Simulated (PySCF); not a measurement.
C8H16Si

```yaml
atoms:
  - { symbol: C, position_ang: [-2.0616, 1.5181, 1.6519] }
  - { symbol: C, position_ang: [-1.6507, 0.7822, 0.6143] }
  - { symbol: C, position_ang: [-2.5001, -0.2840, -0.0183] }
  - { symbol: C, position_ang: [-1.7588, -1.6216, -0.0468] }
  - { symbol: C, position_ang: [-0.3941, -1.4831, -0.7088] }
  - { symbol: C, position_ang: [0.4698, -0.4159, -0.0349] }
  - { symbol: C, position_ang: [1.8372, -0.2906, -0.7081] }
  - { symbol: Si, position_ang: [3.0552, 0.9111, 0.0962] }
  - { symbol: C, position_ang: [-0.2823, 0.9221, 0.0073] }
  - { symbol: H, position_ang: [-3.0590, 1.3900, 2.0824] }
  - { symbol: H, position_ang: [-1.4161, 2.2776, 2.1024] }
  - { symbol: H, position_ang: [-3.4629, -0.3758, 0.5074] }
  - { symbol: H, position_ang: [-2.7268, 0.0152, -1.0593] }
  - { symbol: H, position_ang: [-1.6265, -1.9788, 0.9895] }
  - { symbol: H, position_ang: [-2.3641, -2.3822, -0.5656] }
  - { symbol: H, position_ang: [0.1374, -2.4493, -0.7005] }
  - { symbol: H, position_ang: [-0.5252, -1.2108, -1.7733] }
  - { symbol: H, position_ang: [0.6278, -0.7311, 1.0143] }
  - { symbol: H, position_ang: [2.3291, -1.2788, -0.7335] }
  - { symbol: H, position_ang: [1.7109, 0.0096, -1.7647] }
  - { symbol: H, position_ang: [3.0525, 0.7371, 1.5834] }
  - { symbol: H, position_ang: [4.4368, 0.6440, -0.4121] }
  - { symbol: H, position_ang: [2.7249, 2.3385, -0.2052] }
  - { symbol: H, position_ang: [0.2979, 1.6805, 0.5573] }
  - { symbol: H, position_ang: [-0.3839, 1.2910, -1.0320] }
```

Geometry: PBE0-D3(BJ)/def2-SVP.

All numbers below come from PySCF, PBE0/pcSseg-1, SCF density, gas phase, non-relativistic.

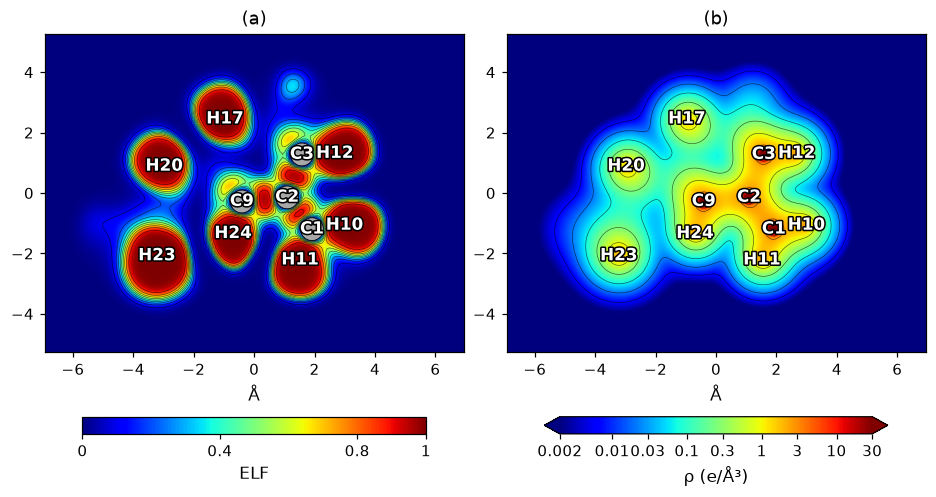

Figure 1. (a) electron localisation function; (b) total electron density on the plane of atoms C3, C2 and C9. Grey discs cover the atomic cores in the ELF map.

What do the fields say about this system?

Atoms in the plane: C and H. C–C (1.34 Å): ρ is about 2.3 e/Å³ halfway; the ELF peaks at about 0.90 between the atoms; a multiple bond. C–H (1.09 Å): the density is about 2 e/Å³ at the midpoint; the ELF climbs to about 1 towards the hydrogen, as it does in any bond to H: an ordinary covalent bond to hydrogen. C–C (1.50 Å): ρ is about 1.7 e/Å³ halfway; the ELF peaks at about 0.95 between the atoms: localised, covalent bonding.

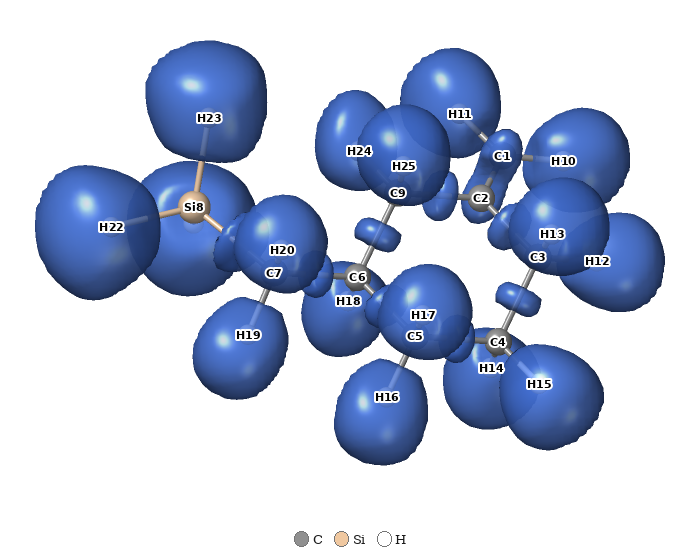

Figure 2. Isosurface of the electron localisation function at 0.85 (blue), seen at a tilt. Core shells and regions of very low density are left out.

Where are the electrons localised?

The ELF exceeds this value in eight regions between bonded C–C atoms (shared pairs), one region between bonded C–Si atoms (shared pairs) and 16 regions around hydrogen nuclei. Profiles from the grid: C–Si (1.89 Å): the ELF peaks at about 0.95 between the atoms; a shared electron pair.

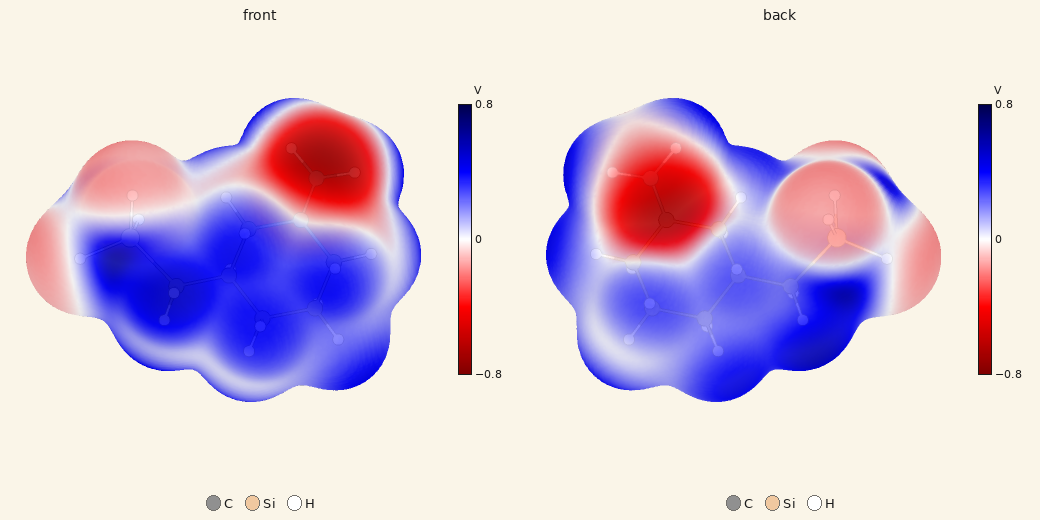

Figure 3. The electrostatic potential painted on the density surface at 0.001 e/bohr³, seen from the front and from behind; the colour scale runs from red (negative) to blue (positive).

Which sites attract a positive test charge, and which a negative one?

A positive charge is drawn to the negative regions and a negative charge to the positive ones. The most negative region (about −0.7 V) lies over the π face of C1 and C2, the most positive (about +0.5 V) over Si8, H19 and H20.

What dipole moment does the calculation give?

Its dipole moment is 1.22 D.
